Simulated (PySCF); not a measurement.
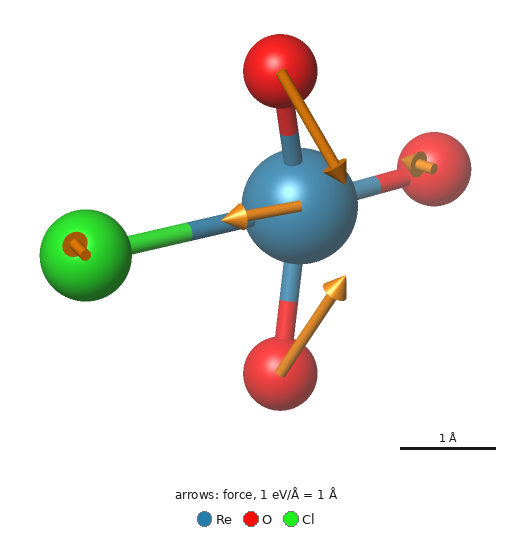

Starting geometry of ReO₃Cl (charge −1, multiplicity 2) with the computed forces as orange arrows. A ball-and-stick model, seen at a tilt.

The start is a saddle point found before, displaced along its imaginary mode.

Theory: PySCF 2.14.0, UKS PBE, Re def2-SVP with ECP60, O def2-SVP, Cl def2-SVP; non-relativistic Hamiltonian with scalar-relativistic core potentials; density fitting. Set-up: symmetry kept (Cs).

### Is this structure relaxed? If not, where do the atoms go?

It isn't relaxed: the largest force vector, on O atoms, is 1.41 eV/Å. The final displacements follow the starting forces only in part (cosine between the two patterns 0.66). Over 11 geometry steps the energy falls by 1.764 eV. Largest force component: 1.2 eV/Å at the start, 0.014 eV/Å at the end. An O atom moves most after the best rigid fit: 0.75 Å. By element the largest moves are O 0.75 Å, Cl 0.71 Å, Re 0.14 Å. Among the contacts that change: Cl–Re 2.625 → 2.434 Å, O–Re 1.793 → 1.753 Å, O–Re 1.737 → 1.746 Å. Bond angles that change, for instance: O–Re–Cl 175.4° → 132.5°, O–Re–O 148.3° → 120.6°, O–Re–Cl 77.0° → 94.7°.

Limits of the set-up: the basis has no diffuse functions, which an anion needs.
